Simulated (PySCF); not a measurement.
**C₄H₉ClOSi: electronic excitations**

What electronic excitations should C₄H₉ClOSi (`CO/C(=C/Cl)C[SiH3]`) show?

Computed with PySCF 2.14.0, with density-fitted response routines of our own, on a single molecule in the gas phase. Atoms count from 0, in the outputs and in this text.

## (1) The molecule as given

16 atoms, charge 0, multiplicity 1; geometry from: GFN2-xTB.

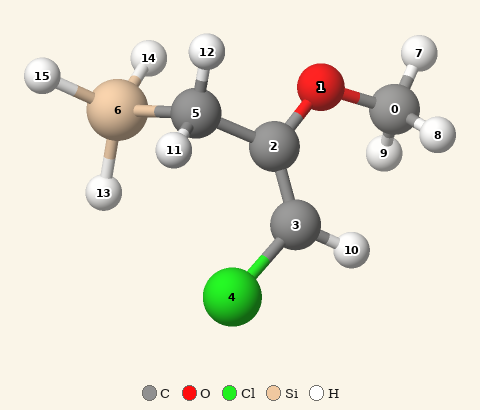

As it starts; carbon grey, oxygen red, chlorine green, silicon light orange, hydrogen white, atoms numbered.

## (2) TDDFT and polarisability: B3LYP/def2-SVPD

Job settings and geometry (Å):

```
{"job": {"kind": "uv", "xc": "B3LYP", "basis": "def2-SVPD", "nstates": 8, "ntriplets": 3}, "charge": 0, "multiplicity": 1}
C     -2.174121     0.890544    -0.589918
O     -0.808578     0.651138    -0.828893
C     -0.220251    -0.429153    -0.243037
C     -0.871919    -1.311188     0.515930
Cl    -0.049555    -2.641810     1.253938
C      1.241893    -0.462196    -0.512454
Si     2.168432     0.616086     0.767042
H     -2.407712     1.816056    -1.113363
H     -2.796733     0.081663    -0.984453
H     -2.373645     1.013226     0.478874
H     -1.924882    -1.296405     0.731914
H      1.604108    -1.487149    -0.478753
H      1.414763    -0.067537    -1.512660
H      1.922449     0.088365     2.108259
H      1.673432     1.989076     0.671398
H      3.594722     0.558228     0.442861
```

Level: TDDFT B3LYP/def2-SVPD, vertical, gas phase, core orbitals frozen in the response.

On the command line:

```
$ OMP_NUM_THREADS=1 python probes_run.py task.json out
```

One launch serves the whole session: the jobs run in the order shown.

What it wrote:

```text
coarse grid: 14264 points
cycle   1  E = -982.1825904168  dE =  6.651e-01  |g| = 5.327e-01  |ddm| = 6.401e+00
cycle   2  E = -982.1109969536  dE =  7.159e-02  |g| = 8.128e-01  |ddm| = 1.833e+00
cycle   3  E = -982.2370293140  dE = -1.260e-01  |g| = 1.483e-01  |ddm| = 1.095e+00
cycle   4  E = -982.2413749930  dE = -4.346e-03  |g| = 5.297e-02  |ddm| = 2.940e-01
cycle   5  E = -982.2420188068  dE = -6.438e-04  |g| = 1.525e-02  |ddm| = 1.247e-01
cycle   6  E = -982.2420706328  dE = -5.183e-05  |g| = 5.175e-03  |ddm| = 3.142e-02
cycle   7  E = -982.2420772758  dE = -6.643e-06  |g| = 9.744e-04  |ddm| = 9.142e-03
final grid: 128064 points
cycle   8  E = -982.3739577807  dE = -4.515e-05  |g| = 5.982e-03  |ddm| = 1.425e-01
cycle   9  E = -982.3739503093  dE =  7.471e-06  |g| = 8.372e-03  |ddm| = 2.138e-02
cycle  10  E = -982.3739660601  dE = -1.575e-05  |g| = 1.064e-03  |ddm| = 1.247e-02
cycle  11  E = -982.3739662931  dE = -2.330e-07  |g| = 2.463e-04  |ddm| = 2.149e-03
cycle  12  E = -982.3739663045  dE = -1.143e-08  |g| = 1.320e-04  |ddm| = 5.864e-04
cycle  13  E = -982.3739663087  dE = -4.144e-09  |g| = 3.424e-05  |ddm| = 2.291e-04
cycle  14  E = -982.3739663090  dE = -2.842e-10  |g| = 6.156e-06  |ddm| = 7.556e-05
converged SCF energy = -982.3739663090

Static polarisability (au): isotropic 95.935, principal 76.935 102.738 108.132

Singlet excitations
state   eV       nm        f      main configurations
  1   5.5514    223.3   0.00339   H->L+1 0.60, H->L+2 0.23
  2   5.6877    218.0   0.00199   H->L+2 0.53, H->L+1 0.30, H->L+3 0.11
  3   6.0246    205.8   0.09777   H->L+3 0.50, H->L 0.36, H->L+2 0.09
  4   6.0964    203.4   0.12116   H->L 0.44, H->L+3 0.24, H->L+4 0.12
  5   6.4982    190.8   0.06680   H->L+4 0.76
  6   6.6276    187.1   0.00454   H->L+5 0.90
  7   6.7827    182.8   0.01608   H->L+6 0.86
  8   6.8737    180.4   0.00768   H->L+7 0.82, H->L+6 0.08

Triplet excitations (Tamm-Dancoff, eV): 4.1911 5.1570 5.5573
```

It took 49 s on 1 thread of Arm Neoverse V1, shared host; peak memory 0.89 GiB.

The orbitals next to the gap, with their largest atomic shares:

```tsv
orbital	eV	atoms
HOMO−3	-9.23	Cl4 26 %, Si6 23 %, H14 14 %
HOMO−2	-8.75	O1 27 %, C5 24 %, Si6 16 %
HOMO−1	-8.46	Cl4 72 %, C3 10 %
HOMO	-6.26	C3 30 %, Cl4 23 %, C2 19 %
LUMO	0.11	C3 22 %, C2 22 %, Si6 14 %
LUMO+1	0.20	Si6 18 %, C0 15 %, C2 8 %
LUMO+2	0.43	Cl4 42 %, Si6 12 %, C3 11 %
```

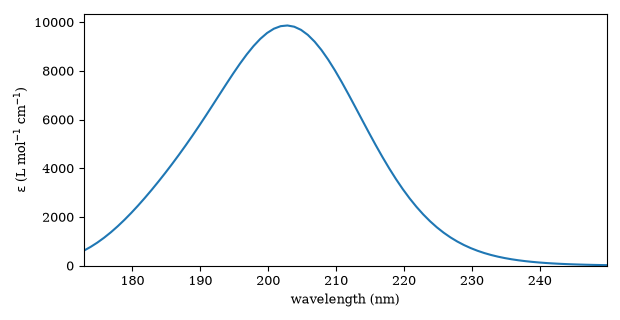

Absorption spectrum: each of the 8 states is a Gaussian band of 0.4 eV half-width at 1/e. Beyond the last state computed it falls off for lack of states.

Further results of this job:

```tsv
property	computed
dipole moment (D)	1.98
polarisability (Å³)	14.22
HOMO–LUMO gap (eV)	6.37
−ε(HOMO) (eV)	6.26
```

## (3) Outcome

```
                                quantity                        value
        lowest singlet (B3LYP/def2-SVPD)  5.55 eV (223 nm), f = 0.003
brightest single state of those computed  state 4, 6.10 eV, f = 0.121
                          lowest triplet                      4.19 eV
```

In words: The lowest singlet, at 5.55 eV, is HOMO→LUMO+1 0.60, HOMO→LUMO+2 0.23 and is weak; of the 8 states computed, the strongest absorption comes from state 4 at 6.10 eV. The lowest triplet lies 1.36 eV below the lowest singlet (triplets in Tamm-Dancoff, singlets in full TDDFT).
